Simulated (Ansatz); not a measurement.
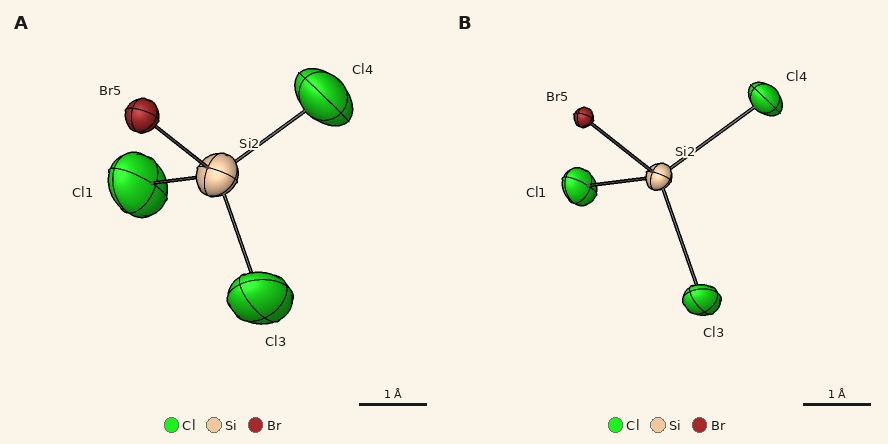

Displacement ellipsoids at the 50 % level, scaled by 3, from the internal vibrations of the free molecule (harmonic, no overall translation or rotation; no half-axis is drawn under 0.075 Å). Vibrations computed with RKS PBE0-D4/def2-TZVP (Ansatz 0.2.0). One panel is for 298 K, the other for 900 K.

**Which panel is for 900 K?**

A.

**How much does the mean-square displacement of Br5 grow, and why?**

U_eq goes from 0.0011 to 0.0032 Å², a factor of 2.9. Modes below kT (626 cm⁻¹ at 900 K) grow about in proportion to T, and the lowest lies at 127 cm⁻¹; the mean-square amplitude of a mode is its zero-point value times coth(ħω/2kT), which comes close to 1 only above about 3kT.
